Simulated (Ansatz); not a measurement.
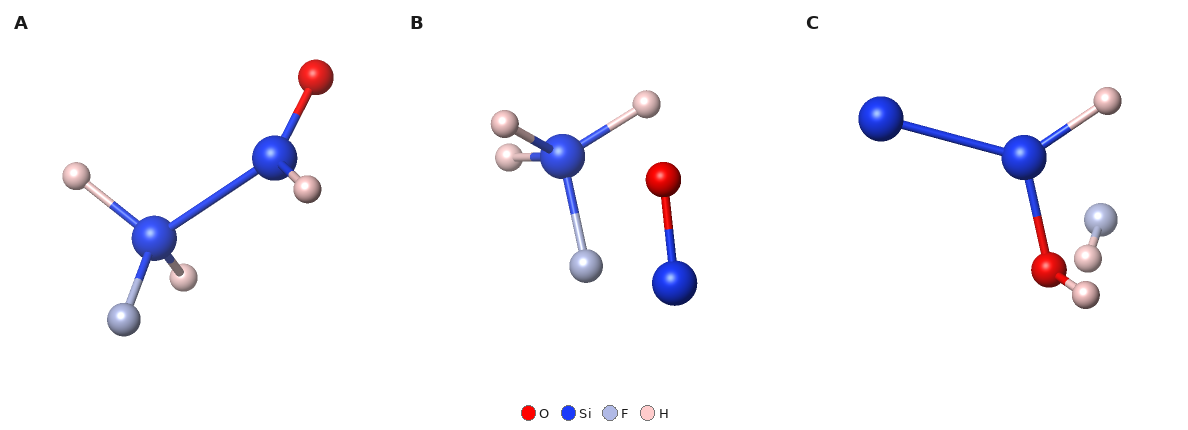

3 stationary structures of one formula. Geometries: PBE-D4/def2-SVP. Electronic energies: PBE-D4/def2-SVP (Ansatz 0.2.0), without zero-point energy. No frequency run is at hand to confirm each as a minimum. Each is one conformer, not always the lowest.

Question: Rank them by energy, lowest first.

Answer: B is lowest (Cs); A lies 24.7 kJ/mol above it (Cs), C lies 293.9 kJ/mol above it (C1).
